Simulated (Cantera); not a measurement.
A closed system holds: 1 mol MgO, 1.8 mol CO, equilibrated at 0.0133 bar.

Method: chemical equilibrium by Gibbs-energy minimisation in Cantera with the NASA 1993 tables (ideal gas, pure condensed phases). Candidate condensed phases: C, Mg, MgCO3, MgO; 15 gas species. Rates play no part.

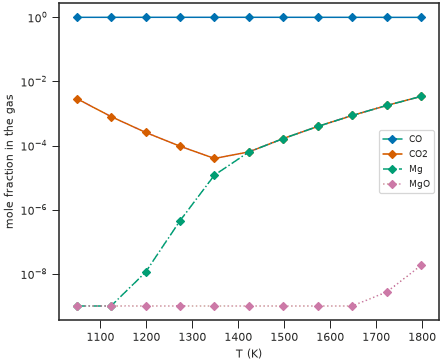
*Equilibrium gas composition (values under 1e-9 drawn at 1e-9)*

From 1048 K to 1198 K the condensed part is C(graphite) + MgO(s). From 1273 K to 1798 K the condensed part is MgO(s).
